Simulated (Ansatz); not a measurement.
## Generalised stacking-fault energy along a line for PbTe (rock salt)

Generalised stacking fault of PbTe (rock salt) on the {110} plane. The cell below holds the perfect crystal with the plane normal along z; tilting its third vector by the shift puts one fault into each cell, between planes 2.28 Å apart, at fixed cell height.

```xyz
6
Lattice="4.5554 0.0000 0.0000 0.0000 6.4424 0.0000 2.2777 3.2212 6.8332" Properties=species:S:1:pos:R:3 pbc="T T T"
Te     1.8981     2.6843     5.6943
Te     1.8981     2.6843     1.1389
Te     4.1758     5.9055     3.4166
Pb     1.8981     5.9055     5.6943
Pb     1.8981     5.9055     1.1389
Pb     4.1758     2.6843     3.4166
```

In-plane vectors a = (4.555, 0.000) Å, b = (0.000, 6.442) Å, area 29.35 Å². The shift is s times the vector b (length 6.442 Å), so s = 1 restores the start. The shift is rigid: no atom relaxes. γ = [E(shift) − E(0)] / area.

The numbers are results of PBEsol (plane waves to 420 eV, PAW, scalar-relativistic; Ansatz, a program for electronic structure), not measurements. k mesh 7×7×7 (Γ-centred), Fermi-Dirac smearing 0.05 eV. E is the zero-smearing estimate. Stress and pressure are positive under compression. As the smearing reaches across the gap at some points, the k mesh leaves noise in γ, roughly 0.02 J/m² as judged from a few cases. Faults lie only 6.8 Å apart, and holding the cell height and the atoms raises γ above its relaxed value. PbTe was relaxed with its symmetry unable to fall. Spin-orbit coupling is left out, though Pb and Te are heavy. The PAW data are Ansatz's earlier set. γ is measured from zero shift.

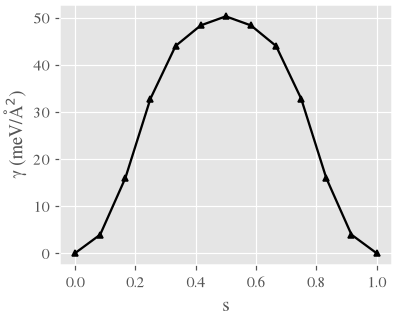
*γ (meV/Å²) against s; one marker a computed point (the last repeats the first, one period on).*

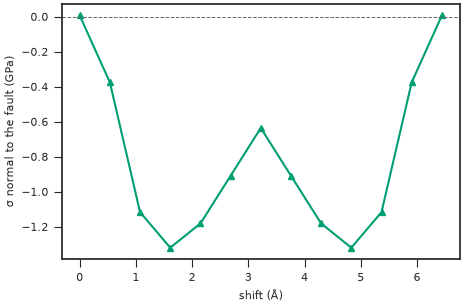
Figure: σ normal to the fault (GPa) against shift (Å); one marker a computed point (the last repeats the first, one period on).

The highest computed γ on the line comes out as 0.81 J/m² and the steepest slope dγ/d(shift) before the first maximum (spline) is 5.2 GPa. Local minima between the ends: no computed point is one. Position of the highest point: s = 0.500.

A slope of 1 mJ/m² per Å is 0.01 GPa.

(The slope of γ gives the shear force per area between the displaced halves; near zero shift its curvature is an elastic stiffness.)
